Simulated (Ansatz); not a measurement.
## Hypothetical CsCl type MoP: pressure series

Consider MoP in the CsCl type structure (space group Pm-3m, No. 221; a hypothetical phase, not in the database extracts checked).

```
MoP
1.0
    2.97453     0.00000     0.00000
    0.00000     2.97453     0.00000
    0.00000     0.00000     2.97453
Mo P
1 1
Direct
  0.00000   0.00000   0.00000
  0.50000   0.50000   0.50000
```

Cell and atoms are relaxed at each pressure.

Level of theory: PBEsol (Ansatz, a program for electronic structure), no SOC.

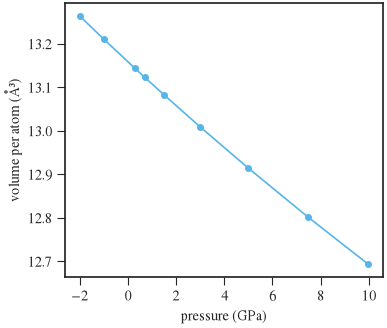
Volume against pressure

Q: Estimate the zero-pressure bulk modulus from the plot.

A: About 260 GPa; a third-order Birch–Murnaghan fit to the points gives V₀ = 13.16 Å³/atom, B₀ = 256 GPa and B₀′ = 4.5.

Load acts through the strain it causes; cell and atoms are relaxed under it. Stability against distortions was not tested. No other phases were tried under pressure. All final runs are without spin polarisation. An odd electron count without spin: MoP.
